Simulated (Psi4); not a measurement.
## Single-point calculation, with input and output: CH2ClF (charge −1) (part 2 of 2)

Continued. System: CH2ClF, charge −1, multiplicity 2. Method: OMP2/aug-cc-pVDZ, UHF (Psi4 1.11). The geometry is that of the parent species in another charge or spin state. The geometry comes from this level: PBE0-D4/def2-TZVP.

Geometry of the input (Å):
```
F  -0.9705  0.5605  0.7665
C  0.0836  0.0893  0.0581
Cl -0.4230  -1.2329  -0.9981
H  0.8321  -0.3026  0.7456
H  0.4777  0.8857  -0.5721
```

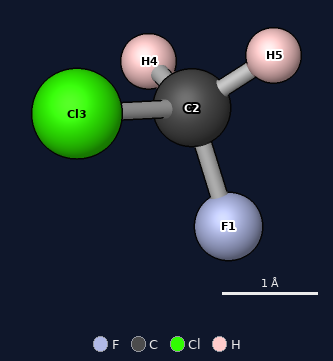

**Figure 1.** The structure as given in the input (ball-and-stick view, seen at a tilt; atoms are numbered from 1 in the order of the input).

Log, continued
```
  Module DFOCC Options:
  ----------------------------------------------------------------------------
  ACTIVE                        => (empty)
  BASIS_RELATIVISTIC            => (empty)
  BENCH                         => (empty)
  CC_DIIS_MAX_VECS              => (empty)
  CC_DIIS_MIN_VECS              => (empty)
  CC_LAMBDA                     => (empty)
  CC_MAXITER                    => (empty)
  CC_TYPE                       => (empty)
  CHOLESKY                      => FALSE           !
  CHOLESKY_TOLERANCE            => (empty)
  CI_TYPE                       => (empty)
  COMPUT_S2                     => (empty)
  CUBEPROP_BASIS_FUNCTIONS      => (empty)
  CUBEPROP_FILEPATH             => (empty)
  CUBEPROP_ISOCONTOUR_THRESHOLD => (empty)
  CUBEPROP_ORBITALS             => (empty)
  CUBEPROP_TASKS                => (empty)
  CUBIC_BASIS_TOLERANCE         => (empty)
  CUBIC_BLOCK_MAX_POINTS        => (empty)
  CUBIC_GRID_OVERAGE            => (empty)
  CUBIC_GRID_SPACING            => (empty)
  CUTOFF                        => (empty)
  DDX                           => (empty)
  DEBUG                         => (empty)
  DERTYPE                       => (empty)
  DF_BASIS_CC                   => (empty)
  DIE_IF_NOT_CONVERGED          => (empty)
  DKH_ORDER                     => (empty)
  DOCC                          => (empty)
  DO_DIIS                       => (empty)
  DO_LEVEL_SHIFT                => (empty)
  DO_SCS                        => FALSE           !
  DO_SOS                        => FALSE           !
  E3_SCALE                      => (empty)
  EKT_IP                        => (empty)
  EXTERNAL_POTENTIAL_SYMMETRY   => (empty)
  E_CONVERGENCE                 => 1e-09           !
  FREEZE_CORE                   => (empty)
  FREEZE_CORE_POLICY            => (empty)
  FROZEN_DOCC                   => (empty)
  FROZEN_UOCC                   => (empty)
  HESS_TYPE                     => (empty)
  INTEGRAL_CUTOFF               => (empty)
  INTEGRAL_PACKAGE              => (empty)
  LEVEL_SHIFT                   => (empty)
  LINEQ_SOLVER                  => (empty)
  LITERAL_CFOUR                 => (empty)
  LS_THC_BASIS_TOLERANCE        => (empty)
  LS_THC_DF                     => (empty)
  LS_THC_PRUNING_SCHEME         => (empty)
  LS_THC_RADIAL_POINTS          => (empty)
  LS_THC_SPHERICAL_POINTS       => (empty)
  LS_THC_S_EPSILON              => (empty)
  LS_THC_WEIGHTS_TOLERANCE      => (empty)
  MAT_NUM_COLUMN_PRINT          => (empty)
  MAX_MOGRAD_CONVERGENCE        => (empty)
  MAX_RADIAL_MOMENT             => (empty)
  MBIS_D_CONVERGENCE            => (empty)
  MBIS_MAXITER                  => (empty)
  MBIS_PRUNING_SCHEME           => (empty)
  MBIS_RADIAL_POINTS            => (empty)
  MBIS_SPHERICAL_POINTS         => (empty)
  MOLDEN_WITH_VIRTUAL           => (empty)
  MOLDEN_WRITE                  => (empty)
  MO_DIIS_NUM_VECS              => (empty)
  MO_MAXITER                    => (empty)
  MO_STEP_MAX                   => (empty)
  MP2_AMP_TYPE                  => (empty)
  MP2_OS_SCALE                  => (empty)
  MP2_SOS_SCALE                 => (empty)
  MP2_SOS_SCALE2                => (empty)
  MP2_SS_SCALE                  => (empty)
  MP2_TYPE                      => (empty)
  MP_TYPE                       => (empty)
  NAT_ORBS                      => FALSE           !
  NUM_FROZEN_DOCC               => 7               !
  NUM_FROZEN_UOCC               => (empty)
  NUM_GPUS                      => (empty)
  OCC_ORBS_PRINT                => (empty)
  OEPROP                        => (empty)
  OO_SCALE                      => (empty)
  OPT_METHOD                    => (empty)
  ORBITAL_OPTIMIZER_PACKAGE     => (empty)
  ORB_OPT                       => TRUE            !
  ORB_RESP_SOLVER               => (empty)
  ORTH_TYPE                     => (empty)
  PARENT_SYMMETRY               => (empty)
  PCG_BETA_TYPE                 => (empty)
  PCG_CONVERGENCE               => (empty)
  PCG_MAXITER                   => (empty)
  PCM                           => (empty)
  PE                            => (empty)
  PPL_TYPE                      => (empty)
  PRINT                         => (empty)
  PRINT_NOONS                   => (empty)
  PROPERTIES                    => (empty)
  PROPERTIES_ORIGIN             => (empty)
  PUREAM                        => TRUE            !
  QCHF                          => (empty)
  QC_MODULE                     => (empty)
  RAS1                          => (empty)
  RAS2                          => (empty)
  RAS3                          => (empty)
  RAS4                          => (empty)
  READ_SCF_3INDEX               => (empty)
  REGULARIZATION                => (empty)
  REG_PARAM                     => (empty)
  RELATIVISTIC                  => (empty)
  REMP_A                        => (empty)
  RESTRICTED_DOCC               => (empty)
  RESTRICTED_UOCC               => (empty)
  RMS_MOGRAD_CONVERGENCE        => (empty)
  R_CONVERGENCE                 => (empty)
  SCF_TYPE                      => PK              !
  SCREENING                     => (empty)
  SCS_TYPE                      => (empty)
  SOCC                          => (empty)
  SOS_TYPE                      => (empty)
  TRIPLES_IABC_TYPE             => (empty)
  WFN                           => (empty)
  WFN_TYPE                      => DF-OMP2         !
  WRITER_FILE_LABEL             => (empty)
  ZORA_BASIS_TOLERANCE          => (empty)
  ZORA_NR_DEBUG                 => (empty)
  ZORA_PRUNING_SCHEME           => (empty)
  ZORA_RADIAL_POINTS            => (empty)
  ZORA_SPHERICAL_POINTS         => (empty)

	Warning: cc_lambda option is changed to TRUE
	For this residual convergence, default PCG convergence is:     1.00e-07
	For this energy convergence, default RMS orbital gradient is:     3.16e-07
	For this energy convergence, default MAX orbital gradient is:     2.00e-06

 ==============================================================================
 ==============================================================================
 ==============================================================================

                      DF-OMP2 (DF-OO-MP2)

 ==============================================================================
 ==============================================================================
 ==============================================================================

	MO Hessian type is changed to 'APPROX_DIAG'
	MO spaces...

	 FC   AOCC   BOCC  AVIR   BVIR   FV
	------------------------------------------
	  7    11    10    73     74     0
	Number of basis functions in the DF-HF basis: 364
	Number of basis functions in the DF-CC basis: 282

	Minimum required memory for amplitudes:     14.76 MB

	Computing DF-MP2 energy using SCF MOs (Canonical DF-MP2)...
	=======================================================================
	Nuclear Repulsion Energy (a.u.)    :   101.66988919545759
	DF-HF Energy (a.u.)                :  -597.95001860112177
	REF Energy (a.u.)                  :  -597.95001860112177
	Alpha-Alpha Contribution (a.u.)    :    -0.06779310518878
	Alpha-Beta Contribution (a.u.)     :    -0.36990270484421
	Beta-Beta Contribution (a.u.)      :    -0.06488132604778
	Scaled_SS Correlation Energy (a.u.):    -0.04422481041219
	Scaled_OS Correlation Energy (a.u.):    -0.44388324581305
	DF-SCS-MP2 Total Energy (a.u.)     :  -598.43812665734697
	DF-SOS-MP2 Total Energy (a.u.)     :  -598.43089211741926
	DF-SCS(N)-MP2 Total Energy (a.u.)  :  -598.18352560009816
	DF-MP2 Correlation Energy (a.u.)   :    -0.50257713608077
	DF-MP2 Total Energy (a.u.)         :  -598.45259573720250
	=======================================================================

	Number of alpha independent-pairs:1391
	Number of beta independent-pairs :1328

 ==============================================================================
 ================ Performing DF-OMP2 iterations... ============================
 ==============================================================================
	            Minimizing DF-MP2-L Functional
	            ------------------------------
 Iter       E_total           DE           RMS MO Grad      MAX MO Grad      RMS T2
 ----    ---------------    ----------     -----------      -----------     ----------
	successfully fired up coupled DIIS...
   1     -598.4582970285     -5.70e-03       1.53e-03         1.66e-02        1.62e-05
   2     -598.4591849198     -8.88e-04       7.78e-04         7.22e-03        6.95e-06
   3     -598.4594452249     -2.60e-04       3.64e-04         3.88e-03        3.25e-06
   4     -598.4595821485     -1.37e-04       1.34e-04         1.74e-03        4.26e-06
   5     -598.4596099964     -2.78e-05       9.68e-05         1.40e-03        1.70e-06
   6     -598.4596305690     -2.06e-05       7.35e-05         1.12e-03        1.80e-06
   7     -598.4596378418     -7.27e-06       5.10e-05         9.32e-04        5.20e-07
   8     -598.4596448778     -7.04e-06       3.88e-05         6.61e-04        6.59e-07
   9     -598.4596487528     -3.87e-06       2.42e-05         4.15e-04        3.86e-07
  10     -598.4596502672     -1.51e-06       1.56e-05         2.67e-04        2.80e-07
  11     -598.4596509602     -6.93e-07       1.12e-05         1.57e-04        1.31e-07
  12     -598.4596512194     -2.59e-07       7.39e-06         9.55e-05        6.72e-08
  13     -598.4596513429     -1.24e-07       5.82e-06         8.98e-05        9.59e-08
  14     -598.4596514184     -7.55e-08       4.61e-06         8.30e-05        7.09e-08
  15     -598.4596514564     -3.80e-08       3.61e-06         7.81e-05        6.18e-08
  16     -598.4596514816     -2.52e-08       3.01e-06         7.23e-05        4.03e-08
  17     -598.4596515031     -2.15e-08       2.51e-06         6.48e-05        2.24e-08
  18     -598.4596515127     -9.54e-09       2.29e-06         6.02e-05        1.36e-08
  19     -598.4596515240     -1.13e-08       2.01e-06         5.30e-05        1.58e-08
  20     -598.4596515370     -1.30e-08       1.62e-06         3.95e-05        1.90e-08
  21     -598.4596515428     -5.75e-09       1.41e-06         3.21e-05        8.65e-09
  22     -598.4596515491     -6.28e-09       1.14e-06         2.38e-05        1.26e-08
  23     -598.4596515530     -3.90e-09       8.90e-07         1.94e-05        5.75e-09
  24     -598.4596515565     -3.54e-09       6.18e-07         1.07e-05        6.46e-09
  25     -598.4596515579     -1.44e-09       4.23e-07         6.58e-06        7.58e-09
  26     -598.4596515583     -3.33e-10       3.53e-07         7.11e-06        6.56e-09
  27     -598.4596515584     -1.46e-10       3.16e-07         6.99e-06        2.50e-09
  28     -598.4596515586     -1.91e-10       2.83e-07         6.55e-06        2.37e-09
  29     -598.4596515588     -1.93e-10       2.21e-07         5.33e-06        1.81e-09
  30     -598.4596515589     -1.29e-10       1.66e-07         3.77e-06        1.01e-09
  31     -598.4596515590     -3.90e-11       1.37e-07         3.37e-06        1.37e-09
  32     -598.4596515590     -7.62e-12       1.24e-07         3.59e-06        9.56e-10
  33     -598.4596515590     -1.84e-11       1.12e-07         3.46e-06        4.81e-10
  34     -598.4596515590     -2.50e-11       9.82e-08         3.07e-06        3.66e-10
  35     -598.4596515591     -3.16e-11       8.28e-08         2.40e-06        3.80e-10
  36     -598.4596515591     -2.86e-11       6.94e-08         1.51e-06        4.64e-10
  37     -598.4596515591     -8.53e-12       5.34e-08         1.06e-06        2.18e-10
  38     -598.4596515591     -5.57e-12       4.73e-08         9.58e-07        2.27e-10

 ==============================================================================
 ======================== DF-OMP2 ITERATIONS ARE CONVERGED ====================
 ==============================================================================

	Computing MP2 energy using optimized MOs...
	=======================================================================
	Nuclear Repulsion Energy (a.u.)    :   101.66988919545759
	DF-HF Energy (a.u.)                :  -597.95001860112177
	REF Energy (a.u.)                  :  -597.94220447675104
	Alpha-Alpha Contribution (a.u.)    :    -0.07110085571487
	Alpha-Beta Contribution (a.u.)     :    -0.37922341852928
	Beta-Beta Contribution (a.u.)      :    -0.06712280810925
	Scaled_SS Correlation Energy (a.u.):    -0.04607455460804
	Scaled_OS Correlation Energy (a.u.):    -0.45506810223514
	DF-SCS-MP2 Total Energy (a.u.)     :  -598.44334713359422
	DF-SOS-MP2 Total Energy (a.u.)     :  -598.39727257898619
	DF-SCS(N)-MP2 Total Energy (a.u.)  :  -598.18547812508154
	DF-MP2 Correlation Energy (a.u.)   :    -0.50963295798272
	DF-MP2 Total Energy (a.u.)         :  -598.45965155910449
	=======================================================================

	=======================================================================
	================ DF-OMP2 FINAL RESULTS ================================
	=======================================================================
	Nuclear Repulsion Energy (a.u.)    :   101.66988919545759
	DF-HF Energy (a.u.)                :  -597.95001860112177
	REF Energy (a.u.)                  :  -597.94220447675104
	DF-SCS-OMP2 Total Energy (a.u.)    :  -598.44334713359422
	DF-SOS-OMP2 Total Energy (a.u.)    :  -598.39727257898619
	DF-SCS(N)-OMP2 Total Energy (a.u.) :  -598.18547812508154
	DF-OMP2 Correlation Energy (a.u.)  :    -0.50963295797339
	Edfomp2 - Eref (a.u.)              :    -0.51744708234412
	DF-OMP2 Total Energy (a.u.)        :  -598.45965155909516
	=======================================================================

	total time  =         25 seconds =       0.42 minutes
```

Standard output
```
omp2 energy: -598.4596515591 Eh
```

Key numbers

| quantity | value |
| --- | --- |
| outcome | converged |
| total energy | −598.459652 hartree |
| SCF energy | −597.950019 hartree |
| MP2 energy | −598.452596 hartree |
| correlation energy | −0.509633 hartree |
| basis functions | 91 |
| ⟨S²⟩ | 0.750 |
| wall time | 30 s |
| peak memory | 0.4 GiB |

Notes

Further notes kept with the run: unbound anion.
